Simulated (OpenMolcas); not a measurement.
## Single-point calculation, with input and output: SiH

The run: single-point calculation of SiH, multiplicity 2. Method and program: B3LYP/6-311G, UKS (OpenMolcas 26.06).

The geometry comes from this level: PBE0-D4/def2-TZVP.

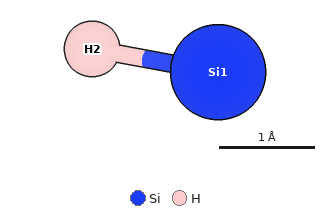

The input geometry (ball-and-stick view, seen at a tilt; atoms are numbered from 1 in the order of the input). Bond lengths as drawn: H–Si 1.53 Å.

**Key numbers**

- outcome: converged
- total energy: −290.001648 hartree
- basis functions: 24
- ⟨S²⟩: 0.751
- dipole moment: 0.32 debye
- hardware: 1 thread of Arm Neoverse V1, 24 GiB of memory available, shared host
- wall time: 4.2 s
- peak memory: 0.37 GiB

**Input file**
```
* HSi Kohn-Sham DFT
>>> EXPORT MOLCAS_PRINT=2
&GATEWAY
BasLib=$CurrDir
Coord
2
angstrom
Si       0.000000       0.000000      -0.007580
H        0.000000       0.000000       1.524140
Basis=6-311G
Group=NoSym
&SEWARD
GridInput
Grid=UltraFine
End of Grid
&SCF
UHF
Spin=2
KSDFT=B3LYP
Thresholds=1e-10 1e-07 1e-07 1e-05
PrOrbitals=1 1
```

Run as:
```bash
export MOLCAS_MEM=1860
pymolcas test.input > test.log
```

**Log**
```
--- Start Module: gateway ---

                                              &GATEWAY

                       available to each process: 1.9 GB of memory, 1 thread

 Basis Set     1 Label: SI.6-311G
 Basis set is read from library:.
 basistype.tbl is not found

 Basis Set     2 Label: H.6-311G
 Basis set is read from library:.
 basistype.tbl is not found

++    Symmetry information:
      ---------------------

                    Character Table for C1

                             E
                    a        1  x, y, xy, Rz, z, xz, Ry, yz, Rx, I
--

++    Basis set information:
      ----------------------

      Basis set label: SI.6-311G.........

      Electronic valence basis set:
      ------------------
      Associated Effective Charge  14.000000 au
      Associated Actual Charge     14.000000 au
      Nuclear Model: Point charge

      Shell  nPrim  nBasis  Cartesian Spherical Contaminant
         s      12       6        X
         p       9       5        X

      Basis set label: H.6-311G.........

      Electronic valence basis set:
      ------------------
      Associated Effective Charge   1.000000 au
      Associated Actual Charge      1.000000 au
      Nuclear Model: Point charge

      Shell  nPrim  nBasis  Cartesian Spherical Contaminant
         s       5       3        X
--

++    Molecular structure info:
      -------------------------

                    ************************************************
                    **** Cartesian Coordinates / bohr, angstrom ****
                    ************************************************

     Center  Label                x              y              z                     x              y              z
        1      SI1              0.000000       0.000000      -0.014324              0.000000       0.000000      -0.007580
        2      H2               0.000000       0.000000       2.880207              0.000000       0.000000       1.524140
--

            Nuclear Potential Energy              4.83670707 au

--- Stop Module: gateway /rc=_RC_ALL_IS_WELL_ ---

--- Start Module: seward ---

                                              &SEWARD

                       available to each process: 1.9 GB of memory, 1 thread

               SEWARD will generate:
                  Multipole Moment integrals up to order  2
                  Kinetic Energy integrals
                  Nuclear Attraction integrals (point charge)
                  One-Electron Hamiltonian integrals
                  Velocity integrals
                  Orbital angular momentum around (  0.0000   0.0000   0.0863 )
                  Velocity quadrupole around (  0.0000   0.0000   0.0863 )
                  Two-Electron Repulsion integrals

                   Integrals are discarded if absolute value <: 1.00E-14
                   Integral cutoff threshold is set to       <: 1.00E-16

            Nuclear Potential Energy              4.83670707 au

      Basis set specifications :
      Symmetry species         a
      Basis functions           24

--- Stop Module: seward /rc=_RC_ALL_IS_WELL_ ---

--- Start Module: scf ---

                                                &SCF

                       available to each process: 1.9 GB of memory, 1 thread

++    Input section:
      --------------

      Header of the integral files:

      Cartesian coordinates in angstrom:
      -----------------------------------------------------
      No.  Label        X            Y            Z
      -----------------------------------------------------
       1   SI1        0.00000000   0.00000000  -0.00758000
       2   H2         0.00000000   0.00000000   1.52414000
      -----------------------------------------------------
      Nuclear repulsion energy =    4.83670707
--

++    Orbital specifications:
      -----------------------

      Symmetry species               1
                                     a
      Frozen orbitals                0
      Occupied orbitals alpha        8
      Occupied orbitals beta         7
      Secondary orbitals alpha      16
      Secondary orbitals beta       17
      Deleted orbitals               0
      Total number of orbitals      24
      Number of basis functions     24
--

      Molecular charge                           0.000

      Numerical integration parameters
      --------------------------------
      Radial quadrature type:                         MHL
      Size of radial grid:                            99
      Lebedev angular grid:                           41
      Angular grid pruned with the crowding factor:  1.00E+10
                                 and fading factor:  1.00E+01
      Screening threshold for integral computation:   1.00E-11
      Radial quadrature accuracy:                     1.00E-25
      Maximum batch size:                             128
      AO values are stored on disk
      The same grid will be used for all iterations.

      DFT functional specifications
      -----------------------------
      Using Libxc version: 6.2.2
      Please cite the following reference:
      S. Lehtola, C. Steigemann, M. J.T. Oliveira, and M. A.L. Marques.,  SoftwareX 7, 1–5 (2018) doi:10.1016/j.softx.2017.11.002

      * B3LYP

++    Optimization specifications:
      ----------------------------

      SCF Algorithm: Conventional USCF
      D(i)-D(i-1) density differences are used
      Number of density matrices in core                 5
      Maximum number of NDDO SCF iterations            400
      Maximum number of HF SCF iterations              400
      Threshold for SCF energy change             1.00E-10
      Threshold for density matrix                1.00E-07
      Threshold for Fock matrix                   1.00E-07
      Threshold for linear dependence             1.00E-09
      Threshold at which DIIS is turned on        1.50E-01
      Maximum depth in the DIIS procedure                5
      Maximum depth in the BFGS Hessian update          30
      Threshold at which QNR/C2DIIS is turned on  7.50E-02
      Threshold for Norm(delta) (QNR/C2DIIS)      1.00E-05
      All orbitals punched on: UHFORB
--

      Input vectors read from INPORB
      Orbital file label: *Guess orbitals

++ Convergence information
                               UHF B3LYP      iterations: Energy and convergence statistics

Iter     Tot. B3LYP      One-elec.       Two-elec.     Energy      Max Dij or  Max Fij      DNorm      TNorm      AccCon     Time
         Energy          Energy          Energy        Change      Delta Norm                                                in Sec.
   1  -289.961397709  -427.914764272   133.116659497   0.00E+00    1.88E-01*   8.59E-01*    4.58E+00   1.00E+02   None         0.
   2  -290.000874326  -428.180656538   133.343075145  -3.95E-02*   5.80E-02*   2.05E-02*    8.16E-01   1.00E+02   EDIIS        0.
   3  -290.001470705  -427.933418108   133.095240337  -5.96E-04*   1.79E-02*   3.66E-03*    1.64E-01   1.00E+02   c2DIIS       0.
   4  -290.001611581  -428.075945900   133.237627253  -1.41E-04*   2.37E-02*   1.92E-03*    5.93E-02   1.00E+02   QNRc2DIIS    0.
   5  -290.001628743  -427.993593428   133.155257619  -1.72E-05*   9.84E-03*   1.50E-03*    4.35E-02   1.00E+02   QNRc2DIIS    0.
   6  -290.001648168  -428.028916889   133.190561655  -1.94E-05*   4.94E-04*   6.09E-05*    1.78E-02   1.00E+02   QNRc2DIIS    0.
   7  -290.001648189  -428.028335594   133.189980339  -2.09E-08*   1.28E-04*   5.18E-05*    7.75E-04   1.00E+02   QNRc2DIIS    0.
   8  -290.001648192  -428.028713918   133.190358660  -2.81E-09*   2.90E-05*   6.77E-06*    2.08E-04   1.00E+02   QNRc2DIIS    0.
   9  -290.001648192  -428.028626485   133.190271227  -1.27E-10*   8.18E-06    1.09E-06*    5.63E-05   1.00E+02   QNRc2DIIS    0.
  10  -290.001648192  -428.028646033   133.190290775  -6.14E-12    2.88E-06    2.05E-07*    1.32E-05   1.00E+02   QNRc2DIIS    0.
  11  -290.001648192  -428.028640022   133.190284763  -8.53E-13    8.14E-07    5.32E-08     4.74E-06   1.00E+02   QNRc2DIIS    0.

       Convergence after  11 Iterations
--

 *****************************************************************************************************************************
 *                                             SCF/KS-DFT Program, Final results                                             *
 *                                                       Final Results                                                       *
 *****************************************************************************************************************************

::    Total KS-DFT energy                            -290.0016481918
      One-electron energy                            -428.0286400215
      Two-electron energy                             133.1902847634
      Nuclear repulsion energy                          4.8367070663
      Kinetic energy (interpolated)                   289.5159652573
      Virial theorem                                    1.0016775687
      Total spin, S(S+1)                                0.7508094495
      Total spin, S                                     0.5004046429
      Max non-diagonal density matrix element           0.0000008116
      Max non-diagonal Fock matrix element              0.0000000279

      All orbitals with orbital energies smaller than  E(LUMO)+0.5 are printed

++    Molecular orbitals:
      -------------------

      Title: UKS-DFT orbitals (alpha)

      Molecular orbitals for symmetry species 1: a

          Orbital            1         2         3         4         5         6         7         8         9        10
          Energy          -66.1371   -5.3053   -3.6681   -3.6640   -3.6582   -0.4992   -0.2788   -0.1917   -0.1293    0.0449
          Occ. No.          1.0000    1.0000    1.0000    1.0000    1.0000    1.0000    1.0000    1.0000    0.0000    0.0000

          Orbital           11        12        13        14
          Energy            0.1452    0.1608    0.1668    0.2300
          Occ. No.          0.0000    0.0000    0.0000    0.0000

--

      All orbitals with orbital energies smaller than  E(LUMO)+0.5 are printed

++    Molecular orbitals:
      -------------------

      Title: UKS-DFT orbitals (beta)

      Molecular orbitals for symmetry species 1: a

          Orbital            1         2         3         4         5         6         7         8         9        10
          Energy          -66.1337   -5.3019   -3.6662   -3.6562   -3.6523   -0.4747   -0.2663   -0.1175   -0.0895    0.0517
          Occ. No.          1.0000    1.0000    1.0000    1.0000    1.0000    1.0000    1.0000    0.0000    0.0000    0.0000

          Orbital           11        12        13        14
          Energy            0.1473    0.1706    0.1863    0.2422
          Occ. No.          0.0000    0.0000    0.0000    0.0000

--

++    Molecular charges:
      ------------------

      Mulliken charges per centre and basis function type
      ---------------------------------------------------

                            SI1                     H2
                     alpha        beta       alpha        beta
      1s           2.9844      2.9601      0.5612      0.5953
      2px          1.0387      1.0000      0.0000      0.0000
      2pz          1.4543      1.4445      0.0000      0.0000
      2py          1.9613      1.0000      0.0000      0.0000
      Total        7.4388      6.4047      0.5612      0.5953
      Total             13.8434                  1.1566

      Charge            0.1566                 -0.1566

      Total electronic charge=   15.000000

      Total            charge=   -0.000000
--

++    Molecular orbitals:
      -------------------

      Title: Natural orbitals

      Molecular orbitals for symmetry species 1: a

          Orbital            1         2         3         4         5         6         7         8         9        10
          Energy          -66.1335   -5.3051   -3.6672   -3.6571   -3.6581   -0.2731   -0.4868   -0.1392    0.1046    0.2516
          Occ. No.          2.0000    2.0000    2.0000    2.0000    2.0000    1.9999    1.9996    1.0000    0.0004    0.0001

          Orbital           11        12        13        14        15        16        17        18        19        20
          Energy            8.2447    5.0796    2.4211    9.0003    3.0746    0.5235    0.3284    2.4614   28.8122   98.7853
          Occ. No.          0.0000    0.0000    0.0000    0.0000    0.0000    0.0000    0.0000    0.0000    0.0000    0.0000

          Orbital           21        22        23        24
          Energy            4.3480    3.8809   15.5455    2.9765
          Occ. No.          0.0000    0.0000    0.0000    0.0000

--

++    Molecular properties:
      ---------------------

      Charge (e):
                      =   -0.0000
      Dipole Moment (debye):
      Origin of the operator (angstrom)=    0.0000    0.0000    0.0457
                   X=  4.2845E-15               Y= -7.3092E-16               Z=  3.1572E-01           Total=  3.1572E-01
      Quadrupole Moment (debye*angstrom):
      Origin of the operator (angstrom)=    0.0000    0.0000    0.0457
                  XX= -1.1711E+01              XY= -9.2710E-01              XZ= -2.2570E-15              YY= -1.6148E+01
                  YZ= -3.2022E-15              ZZ= -1.7277E+01
      In traceless form (debye*angstrom)
                  XX=  5.0009E+00              XY= -1.3907E+00              XZ= -3.3855E-15              YY= -1.6536E+00
                  YZ= -4.8033E-15              ZZ= -3.3473E+00
--

--- Stop Module: scf /rc=_RC_ALL_IS_WELL_ ---
--- Module scf spent 2 seconds ---

.##################.
.# Happy landing! #.
.##################.

    Timing: Wall=3.85 User=3.11 System=0.73
```
